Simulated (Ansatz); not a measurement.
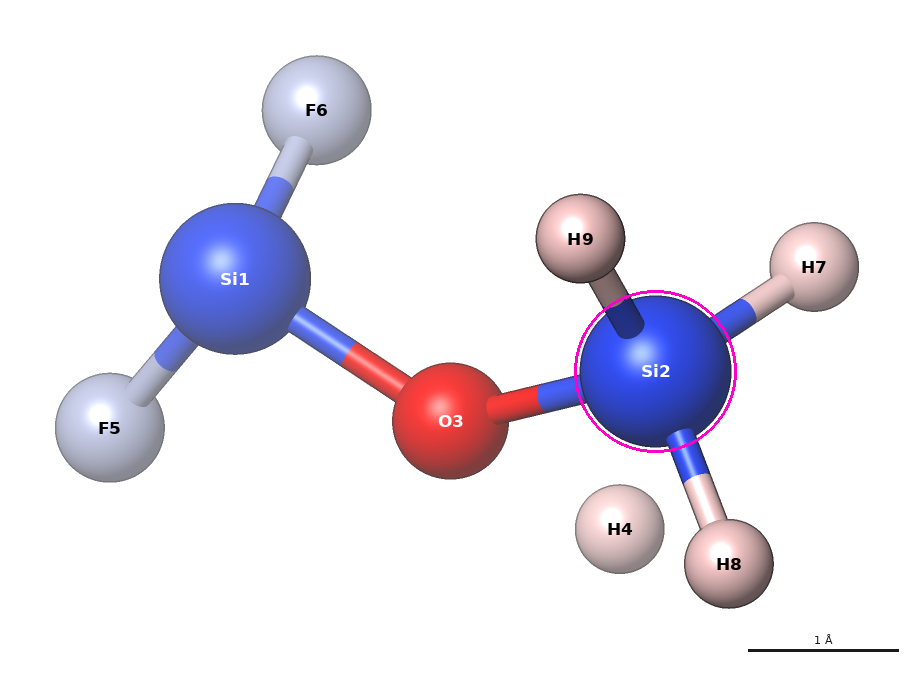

Simulated data, not a measurement (program: Ansatz).

Orthographic view. Atoms fade into the background with distance from the viewer. Geometry: start.

Which atoms are bonded to the circled atom?

The circled atom is Si2; it is bonded to O3, H7, H8, H9.

What is the shortest path along bonds from the circled atom to F5?

Si2–O3–Si1–F5, 3 bonds; through space the two are 4.34 Å apart.

Which atom is nearest the viewer?

H9, 2.0 Å in front of the mean position.
